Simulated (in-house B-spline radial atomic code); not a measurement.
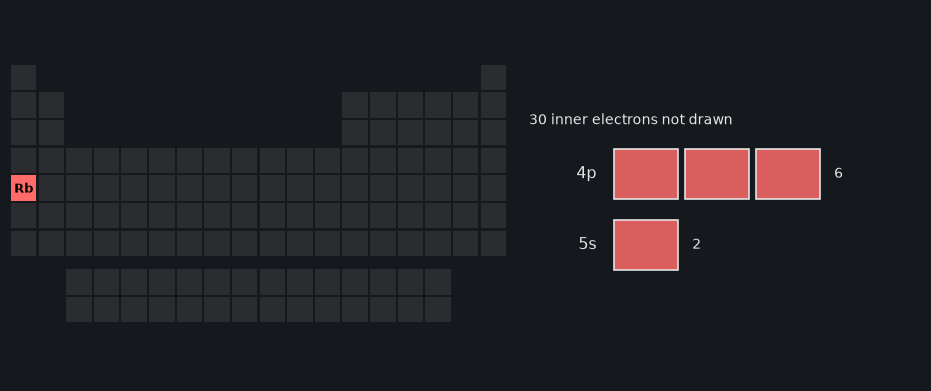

*Left, the place of rubidium in the periodic table; right, the outer shells as the input fills them: a box for each of the 2l + 1 orbitals, shaded by the share of the shell that is filled, with the electron count at the right.*

## Run report: Rb⁻, RPA and GW calculation

- system: Rb⁻, configuration [Kr] 5s2.
- method: RPA, second-order and SOSEX correlation energies and G0W0 (contour deformation) on a scalar-relativistic (spin-free one-electron X2C) mean field, all electrons, B-spline basis (in-house B-spline radial atomic code)

### The input
```
Z = 37
electrons = 38.0
configuration = [Kr] 5s2
hamiltonian = x2c
method = pbeh
lmax = 9
exact_exchange_fraction = 1.0
rms_radius = 4.2036
spin_polarised = False
box_radius = 60.0
intervals = 74
ion_configuration = [Kr] 5s1
```

Hardware: 1 CPU thread, shared host.

Launched within a batch (the task file carries these settings):
```bash
python <driver script> task.json out
```

The program writes its results to a structured record and prints no log; tables and figures of this report are taken from that record.

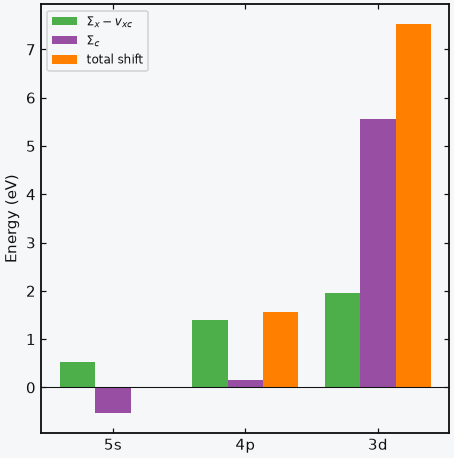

*Parts of the G₀W₀ correction to each level for Rb⁻ ([Kr] 5s²). All-electron spherical atom, scalar X2C, PBE with 100 % exact exchange start, no spin-orbit coupling, Breit or QED terms; computed with a B-spline radial code. The quasi-particle equation is solved at full frequency; levels of low quasi-particle weight Z are left out. Σ columns are in eV, and Σc holds an estimate for the angular momenta beyond the basis.*

G₀W₀ moves the highest occupied level, 5s, from −0.63 to −0.64 eV (renormalisation factor Z = 0.90); the tabulated removal energy is 0.49 eV, so the error is +0.16 eV.

```csv
Level,Mean field (eV),Σx − vxc (eV),Σc (eV),Z,G₀W₀ (eV)
5s,−0.63,0.52,−0.54,0.90,−0.64
4p,−19.67,1.41,0.16,0.86,−18.10
3d,−124.13,1.96,5.57,0.88,−116.60
```

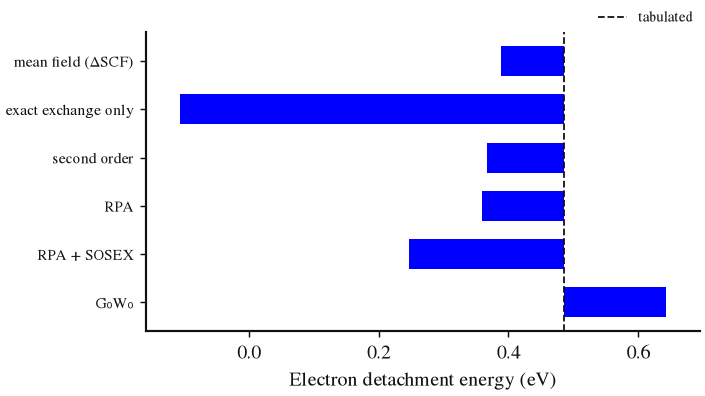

*Electron detachment energy of Rb⁻ ([Kr] 5s² → [Kr] 5s). Differences of total energies, each species on its own start, beside the G₀W₀ level.*

```csv
Method,Electron detachment energy (eV)
mean field (ΔSCF),0.389
exact exchange only,−0.106
second order,0.367
RPA,0.359
RPA + SOSEX,0.248
G₀W₀,0.642
```

The values run from −0.106 eV (exact exchange only) to 0.642 eV (G₀W₀). The tabulated value is 0.486 eV; nearest to it come mean field (ΔSCF) (−0.097) and second order (−0.119), furthest exact exchange only (−0.592 eV).

### Results in brief

```tsv
quantity	value
outcome	converged
mean-field total energy	−2980.96409 hartree
total energy with exact exchange alone	−2979.14807 hartree
exact exchange energy	−99.83484 hartree
RPA correlation, extrapolated in the angular momentum of the empty orbitals	−2.46937 hartree
RPA correlation, as summed	−2.43669 hartree
direct second-order term	−2.76827 hartree
second-order exchange term	0.80567 hartree
SOSEX term	0.75349 hartree
wall time	7.4 s
```

### Notes

Limits: anion configuration assumed; spin-orbit coupling, Breit and QED terms are absent.
